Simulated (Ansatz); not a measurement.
The parent structure is BeTe in the zinc blende structure (space group F-43m, No. 216; a = 5.5542 Å).

It is then changed as follows: an isotropic linear strain of −2.50 %, atoms relaxed at fixed cell.

Computed with Kohn–Sham DFT with the LDA functional, run in Ansatz (a program for electronic structure) with PAW and 420 eV plane waves, no spin-orbit coupling.

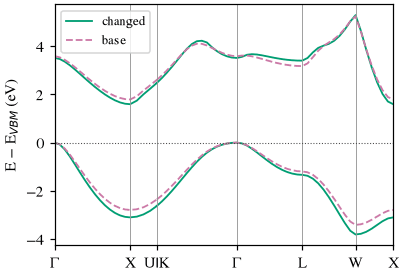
Highest valence and lowest conduction band along the path, each from its own valence-band maximum

Q: From the figure, how large is the changed gap, and is it direct?

A: About 1.6 eV, indirect, Γ → X.

Spin-orbit coupling, missing from the scalar runs, can matter with Te. No phonon test of stability was made.
